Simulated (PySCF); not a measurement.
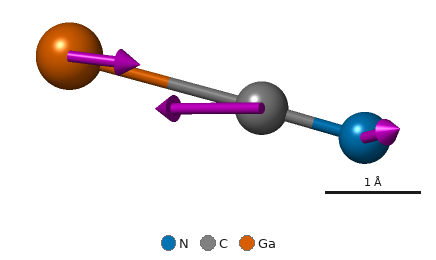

A relaxation of GaCN. The starting structure is drawn; purple arrows show the displacements, magnified 50 times. The two geometries are superimposed by the best rigid fit.

A ball-and-stick model, seen from a free direction.

The start comes from GFN2-xTB. Its atoms were then displaced at random by about 0.01 Å.

Theory: PySCF, PBE0-D3(BJ)/def2-SVP geometry optimisation, gas phase. 

Q: Atoms of which element are displaced furthest, and by how much?

A: Carbon: up to 0.028 Å, against 0.017 Å for gallium.

Q: What happened in the run?

A: The atom that moves furthest after the best rigid fit is the C atom (0.028 Å). By element the largest moves are C 0.028 Å, Ga 0.017 Å, N 0.012 Å. Near-neighbour distances that change, for instance: C–Ga 2.116 → 2.076 Å, C–N 1.134 → 1.165 Å. After 8 geometry steps the energy has fallen by 1.62 kcal/mol. The run took 8.6 s on 1 thread of Intel(R) Xeon(R) Platinum 8488C (shared host).
